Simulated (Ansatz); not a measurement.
Convergence test for MgTi (Amm2, 6 atoms in the cell)

```
CELL_PARAMETERS angstrom
      4.87896     0.00000     0.00000
      0.00000     4.49768     2.69305
      0.00000    -4.49768     2.69305
ATOMIC_POSITIONS crystal
  Mg 0.00000 0.33230 0.99508
  Mg 0.00000 0.99508 0.33230
  Mg 0.50000 0.33887 0.33887
  Ti 0.00000 0.67393 0.67393
  Ti 0.50000 0.67243 0.98739
  Ti 0.50000 0.98739 0.67243
```
Moments meant for the start (each program seeds them in its own way; μB, in the order of the atoms Mg Mg Mg Ti Ti Ti): 0.0 0.0 0.0 0.0 1.0 1.0.

Method: PBEsol, default PAW files made with PBE (plane waves; Ansatz, a first-principles code).

The starting cell comes from a database of computed structures (which also holds hypothetical and non-ambient phases and stackings), without a prior relaxation at this level. The magnetic order is the one reached from the typed start; others were not searched systematically. Ansatz's pressure includes its estimate of the finite-basis (Pulay) stress. Without a gap this mesh is coarse (it stands for a supercell whose shortest vector is 15 Å).

Held fixed: kpoints.mp_grid.grid = 3 4 4; hamiltonian.xc = pbesol; hamiltonian.pseudopotentials = {kind: paw} (the program's default PAW files); magnetization.spin_polarized = true; scf.occupations.method = gaussian; scf.occupations.width = 0.05 eV.

ΔF is the free energy per atom less that of the last row (840 eV).

The first pressure column holds Ansatz's estimate of the finite-basis (Pulay) stress, which hides part of the cutoff error; the other is without it.

The magnetic state is not the same in all runs (site moments differ, or a search went on to a lower state), so steps between rows are not convergence errors alone.

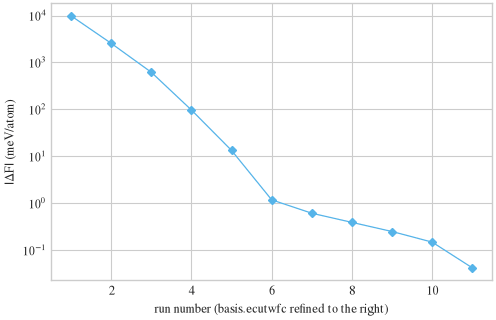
*Size of the energy error against the last run of the series; values under 0.01 meV/atom are drawn at 0.01.*

| basis.ecutwfc | ΔF (meV/atom) | pressure (GPa) | largest force (eV/Å) | size of the net moment (μB/atom) | pressure at a fixed set of plane waves (GPa) | plane waves | iterations |
|---|---|---|---|---|---|---|---|
| 170 eV | 9843.8 | -1.15 | 0.456 | 0.34 | -306.33 | 607 | 21 |
| 210 eV | 2552.3 | -1.62 | 0.279 | 0.62 | -102.02 | 831 | 34 |
| 250 eV | 616.5 | -2.63 | 0.263 | 0.62 | -33.81 | 1057 | 18 |
| 295 eV | 96.8 | -2.21 | 0.110 | 0.62 | -9.20 | 1355 | 21 |
| 335 eV | 13.3 | -2.24 | 0.100 | 0.62 | -3.55 | 1651 | 20 |
| 380 eV | 1.18 | -2.25 | 0.104 | 0.62 | -2.35 | 2029 | 20 |
| 420 eV | 0.61 | -2.25 | 0.104 | 0.62 | -2.25 | 2283 | 20 |
| 485 eV | 0.39 | -2.25 | 0.104 | 0.62 | -2.26 | 2857 | 20 |
| 545 eV | 0.25 | -2.25 | 0.104 | 0.62 | -2.25 | 3417 | 20 |
| 630 eV | 0.15 | -2.25 | 0.104 | 0.62 | -2.26 | 4255 | 20 |
| 735 eV | 0.04 | -2.25 | 0.104 | 0.62 | -2.25 | 5361 | 20 |
| 840 eV | 0.00 | -2.25 | 0.104 | 0.62 | -2.25 | 6543 | 20 |

Largest force within 0.02 eV/Å of the last row: from basis.ecutwfc = 295 eV on; the one before it is off by 0.16 eV/Å. The value it settles on is 0.104 eV/Å at this level of theory and with the other settings as held.

Pressure within 0.1 GPa of the last row: from basis.ecutwfc = 295 eV on; the one before it is off by 0.38 GPa. The value it settles on is -2.25 GPa at this level of theory and with the other settings as held.

Keys are those of Ansatz 0.2.
